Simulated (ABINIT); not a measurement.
Band structure of RbReO3 (Pm-3m, 5 atoms in the cell).

```yaml
crystal:
  lattice:
    - [4.06733, 0.00000, 0.00000]
    - [0.00000, 4.06733, 0.00000]
    - [0.00000, 0.00000, 4.06733]
  atoms:
    - { symbol: Rb, position: [0.00000, 0.00000, 0.00000] }
    - { symbol: Re, position: [0.50000, 0.50000, 0.50000] }
    - { symbol: O, position: [0.50000, 0.50000, 0.00000] }
    - { symbol: O, position: [0.00000, 0.50000, 0.50000] }
    - { symbol: O, position: [0.50000, 0.00000, 0.50000] }
```

Method: PBEsol, norm-conserving pseudopotentials (PseudoDojo nc-sr-04 PBEsol standard) (plane waves; ABINIT).

Settings: pseudos = [Rb.upf, Re.upf, O.upf]; ecut = 42 Ha; occopt = 3; tsmear = 0.1 eV; ngkpt = 8 8 8; nshiftk = 1; shiftk = 0 0 0; potentials = PseudoDojo nc-sr-04 PBEsol standard; kptopt = 1; nstep = 100; tolvrs1 = 1e-11; ndtset = 2; getden2 = 1.

The starting cell comes from a database of computed structures (which also holds hypothetical and non-ambient phases and stackings), without a prior relaxation at this level. Its lattice was rescaled by a random factor within 2.5 % of one. Spin-orbit coupling is off. Spin polarisation is off.

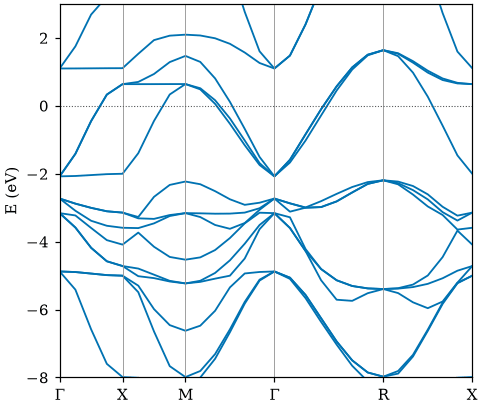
*Bands along the path, energies from the Fermi level.*

Levels in eV from the Fermi level, bands 18 to 25:
```tsv
point	18	19	20	21	22	23	24	25
Γ	-2.73	-2.73	-2.73	-2.08	-2.08	-2.08	1.10	1.10
X	-3.59	-3.15	-3.15	-2.00	0.64	0.64	1.11	3.37
M	-3.16	-3.16	-2.23	0.64	0.64	1.47	2.09	6.78
R	-2.19	-2.19	-2.19	1.64	1.64	1.64	6.55	6.55
```

Bands cross the Fermi level along this path, so the cell is metallic at this level.
